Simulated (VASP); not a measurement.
Band structure of NaCl (rock salt). These are revPBE GGA, VASP's PBE PAW potentials (set 64) (plane waves; VASP 6.6.1) values and carry that method's errors.

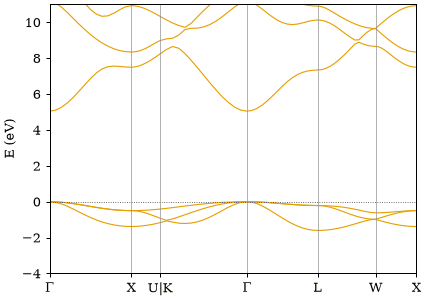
Bands along high-symmetry lines, zero at the valence-band maximum or, without a gap, the Fermi level

Read the plot: is there a gap, and where are the band edges?

The gap is direct, 5.05 eV, from the valence maximum at Γ to the conduction minimum at Γ. (Edges off the drawn lines would not show.)

Measured: gap 8.97 eV (computed value off by -3.92 eV), as given by Wei Chen et al., Physical Review Materials (2018), doi:10.1103/physrevmaterials.2.073803.

The compound is NaCl in the rock salt structure. It was relaxed first, which changed the volume by +10 %.
